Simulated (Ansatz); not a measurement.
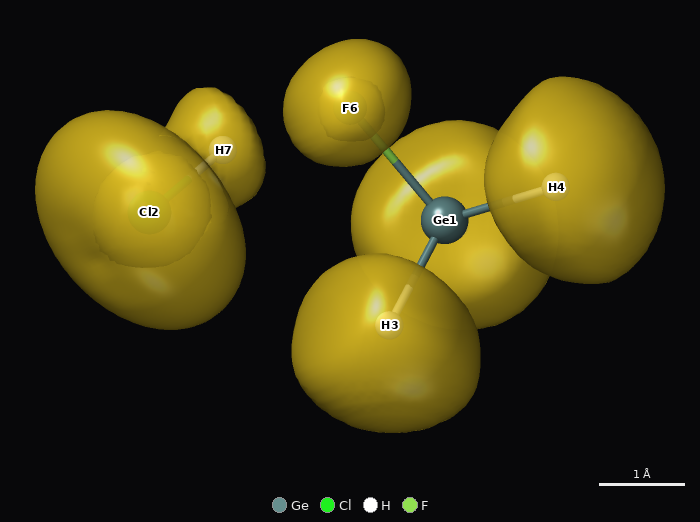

FGeH3···HCl. Isosurface of the ELF at 0.75 (yellow), seen at a tilt. Only the valence region is drawn (cores and ρ < 0.01 e/Å³ removed).

All numbers below come from RKS PBE0/def2-SVP in Ansatz 0.2.0.

The calculation's input:

```
crystal:
  periodic: [false, false, false]
  atoms:
    - { symbol: Ge, position_ang: [-0.38967, 0.0, -0.458922] }
    - { symbol: Cl, position_ang: [0.168185, 0.0, 2.929987] }
    - { symbol: H, position_ang: [0.911402, 0.0, 0.340269] }
    - { symbol: H, position_ang: [-0.553557, 1.267097, -1.31663] }
    - { symbol: H, position_ang: [-0.553557, -1.267097, -1.31663] }
    - { symbol: F, position_ang: [-1.741139, 0.0, 0.602123] }
    - { symbol: H, position_ang: [-1.124165, 0.0, 2.623004] }
basis:
  gaussian: { orbitals: def2-SVP }
hamiltonian:
  xc: pbe0
relax:
  f_tol: 0.03
  max_steps: 50
output:
  orbitals: {}
```

Launched as:

```sh
ansatz run input.yaml --threads 2 --pin off --max-ram 3072MiB --backend cpu --events-out ev --progress --plain --runs-dir out
```

The fields are those of the run's last geometry, not of the input's.

What do the ELF domains correspond to?

Answer. At this value the surface marks out three regions around hydrogen nuclei, one region wrapped around F (its valence shell) and one joined region spread over several atoms (Cl, H), in which their bonds and any lone pairs are merged. Along the contacts the grid gives the following. F6···H7 (1.83 Å): the ELF dips to about 0.10 between them. Ge–F (1.77 Å): the ELF peaks at about 0.80 in the valence shell of F, 0.5 Å from its nucleus, and is about 0.20 at the midpoint.
